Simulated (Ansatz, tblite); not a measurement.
# (ClInSe)3 ring (In3Se3Cl3): which spin state is lowest

Is the singlet the ground state of (ClInSe)3 ring (In3Se3Cl3)? Other spin states are computed and compared level by level.

Program: Ansatz 0.2.0, Gaussian basis. Level of theory: as each input shows. These are calculated values, not measurements.

The runs, in order: triplet, at the geometry of the singlet (GFN1-xTB, GFN2-xTB, PBE0-D4/def2-TZVP, PBE-D4/def2-TZVP, r2SCAN-D4/def2-TZVP); the singlet's energies come from earlier runs.

1 further run of the same task is left out (set aside as unsound or not needed).

### Step 1. The relaxed structure

The geometry is that of the singlet, from an earlier relaxation (PBE-D4/def2-SVP).

9 atoms, charge 0, spin multiplicity 1.

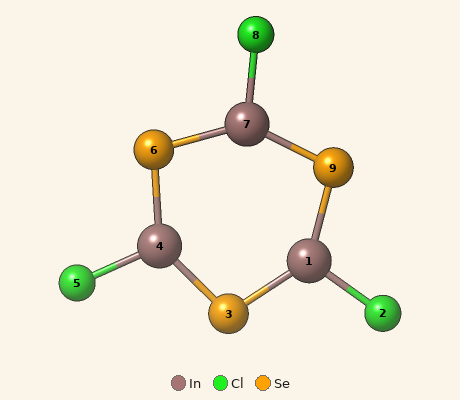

The structure; indium brown, chlorine green, selenium orange; atoms are numbered from 1 in the order of the file.

In takes a core potential in the def2 sets. No spin-orbit coupling is included.

### Step 2. Triplet at the fixed geometry, GFN1-xTB

Tight binding, by tblite at 300 K electronic temperature and without a spin-polarisation term:

```python
tblite.interface.Calculator('GFN1-xTB', numbers, positions, charge=0, uhf=2).singlepoint()
```

Energy -751.8218 eV; 0.029 s.

### Step 3. Triplet at the fixed geometry, GFN2-xTB

Tight binding, by tblite at 300 K electronic temperature and without a spin-polarisation term:

```python
tblite.interface.Calculator('GFN2-xTB', numbers, positions, charge=0, uhf=2).singlepoint()
```

Energy -738.3634 eV; 0.085 s.

### Step 4. Triplet at the fixed geometry, PBE0-D4/def2-TZVP

in.yaml reads:

```yaml
crystal:
  periodic: [false, false, false]
  atoms:
    - {symbol: In, position_ang: [-2.248102, 0.180626, -0.279047]}
    - {symbol: Cl, position_ang: [-4.590325, 0.370045, -0.570122]}
    - {symbol: Se, position_ang: [-1.337564, -1.827962, -1.520047]}
    - {symbol: In, position_ang: [1.131013, -1.712590, -0.975855]}
    - {symbol: Cl, position_ang: [2.313360, -3.492970, -1.995232]}
    - {symbol: Se, position_ang: [2.697226, -0.220470, 0.338817]}
    - {symbol: In, position_ang: [1.114741, 1.525658, 1.262411]}
    - {symbol: Cl, position_ang: [2.277949, 3.124342, 2.565675]}
    - {symbol: Se, position_ang: [-1.358287, 2.053312, 1.173399]}
basis:
  gaussian: {orbitals: def2-TZVP, fitting: {mean_field: def2-universal-jkfit}}
magnetization: {spin_polarized: true, initial_magnetization: 2}
hamiltonian: {xc: pbe0, dispersion: d4}
scf: {omitted_lower_state_checks: [starts]}
output: {orbitals: {seedname: orbitals}}
```

Command:

```bash
> ansatz run in.yaml --threads 2 --pin off --events-out ev --progress --plain --max-ram 31744MiB --backend cuda --devices 0, --max-vram 18GiB
```

What it wrote:

```text
Functional definition: PBE0
  name "PBE0"
  cite "Adamo & Barone, J. Chem. Phys. 110, 6158 (1999) doi:10.1063/1.478522"
  cite "Perdew, Burke & Ernzerhof, Phys. Rev. Lett. 77, 3865 (1996) doi:10.1103/PhysRevLett.77.3865"
  parent pbe
  parameter a = 0.25
  parameter kappa = 0.804
  parameter beta = 0.06672455060314922
  exchange = (1 - a)*pbe_x(kappa = kappa, mu = beta*pi^2/3) + a*exact_x
  correlation = pbe_c(beta = beta)
these checks for a lower state are left out or cut short: starts
1836 factors; integrals over basis functions are off by at most 4.6e-1 eV
mean field evaluation 1: about -249108.4188 eV, gradient 2.7e1 eV
mean field evaluation 2: about -249093.1387 eV, gradient 5.5e1 eV
mean field evaluation 4: about -249112.2569 eV, gradient 4.0e0 eV
mean field evaluation 8: about -249112.3835 eV, gradient 3.8e-1 eV
mean field evaluation 16: about -249112.4106 eV, gradient 2.1e-1 eV
mean field evaluation 32: about -249112.4221 eV, gradient 5.4e-6 eV
mean field -249112.42212785 eV, -9154.7126587342 hartree, gradient 5.4e-6 eV, S^2 2.006896; 0 other end points of the search recorded, 0 dependent functions left out
reference -249112.42218033 eV, -9154.7126606628 hartree; 109, 107 occupied and 296, 298 virtual orbitals, 1836 factors
Total energy: -249112.95983634 eV, -9154.7324191566 hartree
Checks for a lower state left out: starts
```

It took 7 s on 1 × H100 (card shared with other runs) with 2 threads of AMD EPYC 7R13, shared host; peak host memory 0.98 GiB.

From the report: HOMO -4.78 eV, LUMO -6.74 eV (over both spins; with the spin held, an empty level of the minority spin lies below the top filled one); ⟨S²⟩ 2.007 (pure: 2.00).

### Step 5. Triplet at the fixed geometry, PBE-D4/def2-TZVP

start.molden holds the orbitals of an earlier run on this state, given as this run's starting guess.

in.yaml, as its differences from that of step 4:

```diff
@@ -13,5 +13,5 @@
 basis:
-  gaussian: {orbitals: def2-TZVP, fitting: {mean_field: def2-universal-jkfit}}
+  gaussian: {orbitals: def2-TZVP, fitting: {mean_field: def2-universal-jkfit}, initial_orbitals: start.molden}
 magnetization: {spin_polarized: true, initial_magnetization: 2}
-hamiltonian: {xc: pbe0, dispersion: d4}
+hamiltonian: {xc: pbe, dispersion: d4}
 scf: {omitted_lower_state_checks: [starts]}
```

Launched as before.

What it wrote:

```text
Functional definition: PBE
  name "PBE"
  cite "Perdew, Burke & Ernzerhof, Phys. Rev. Lett. 77, 3865 (1996) doi:10.1103/PhysRevLett.77.3865"
  parent pbe
  parameter kappa = 0.804
  parameter beta = 0.06672455060314922
  exchange = pbe_x(kappa = kappa, mu = beta*pi^2/3)
  correlation = pbe_c(beta = beta)
these checks for a lower state are left out or cut short: starts
1836 factors; integrals over basis functions are off by at most 4.6e-1 eV
mean field evaluation 1: about -249103.3051 eV, gradient 1.5e1 eV
mean field evaluation 2: about -249103.7221 eV, gradient 9.5e-1 eV
mean field evaluation 4: about -249103.8430 eV, gradient 1.3e-1 eV
mean field evaluation 8: about -249103.8519 eV, gradient 5.5e-5 eV
mean field evaluation 16: about -249103.8519 eV, gradient 3.2e-6 eV
mean field -249103.85193287 eV, -9154.3977098778 hartree, gradient 3.2e-6 eV, S^2 2.003392; 0 other end points of the search recorded, 0 dependent functions left out
reference -249103.85200442 eV, -9154.3977125072 hartree; 109, 107 occupied and 296, 298 virtual orbitals, 1836 factors
Total energy: -249104.44896239 eV, -9154.4196503077 hartree
Checks for a lower state left out: starts
```

Wall time 3.5 s (1 × H100 (card shared with other runs) with 2 threads of AMD EPYC 7R13, shared host); peak host memory 0.94 GiB.

HOMO -4.18 eV, LUMO -7.08 eV (over both spins; with the spin held, an empty level of the minority spin lies below the top filled one); ⟨S²⟩ 2.003 (pure: 2.00).

### Step 6. Triplet at the fixed geometry, r2SCAN-D4/def2-TZVP

in.yaml, as its differences from that of step 5:

```diff
@@ -15,3 +15,3 @@
 magnetization: {spin_polarized: true, initial_magnetization: 2}
-hamiltonian: {xc: pbe, dispersion: d4}
+hamiltonian: {xc: r2scan, dispersion: d4}
 scf: {omitted_lower_state_checks: [starts]}
```

Launched as before.

What it wrote (excerpt; [...] marks lines left out):

```text
Functional definition: r2SCAN
  name "r2SCAN"
  cite "Furness, Kaplan, Ning, Perdew & Sun, J. Phys. Chem. Lett. 11, 8208 (2020) doi:10.1021/acs.jpclett.0c02405"
  cite "Furness, Kaplan, Ning, Perdew & Sun, J. Phys. Chem. Lett. 11, 9248 (2020) doi:10.1021/acs.jpclett.0c03077"
  parent r2scan
[...]
1836 factors; integrals over basis functions are off by at most 4.6e-1 eV
[...]
mean field -249150.72439584 eV, -9156.1202411207 hartree, gradient 2.9e-6 eV, S^2 2.007283; 0 other end points of the search recorded, 0 dependent functions left out
reference -249150.72442320 eV, -9156.1202421261 hartree; 109, 107 occupied and 296, 298 virtual orbitals, 1836 factors
Total energy: -249150.86661104 eV, -9156.1254674326 hartree
Checks for a lower state left out: starts
```

Wall time 6.5 s (1 × H100 (card shared with other runs) with 2 threads of AMD EPYC 7R13, shared host); peak host memory 1.1 GiB.

From the report: HOMO -4.22 eV, LUMO -7.27 eV (over both spins; with the spin held, an empty level of the minority spin lies below the top filled one); ⟨S²⟩ 2.007 (pure: 2.00).

### Step 7. Triplet less singlet, vertical

The singlet's energies are those of its earlier runs, whose logs aren't repeated here.

| level | triplet less singlet, vertical (eV) | time |
| --- | --- | --- |
| GFN1-xTB | +3.057 | 0.051 s |
| GFN2-xTB | +2.383 | 0.11 s |
| PBE-D4/def2-TZVP | +2.929 | 5.6 s |
| r2SCAN-D4/def2-TZVP | +3.240 | 9.1 s |
| PBE0-D4/def2-TZVP | +3.453 | 8.9 s |

Times add the two runs; a level without a time comes out of a correlated run. Tight binding without a spin term can't rank spin states.

### Step 8. What came out

| quantity | value |
| --- | --- |
| triplet less singlet, vertical, functionals in def2-TZVP | +2.929 (PBE-D4) to +3.453 eV (PBE0-D4) |

**Reading.** All functionals put the triplet above the singlet, over a spread of 0.524 eV. The checks for a lower triplet were left out, so another state of that spin may lie lower. These are electronic energies, without zero-point motion, entropy or surroundings.
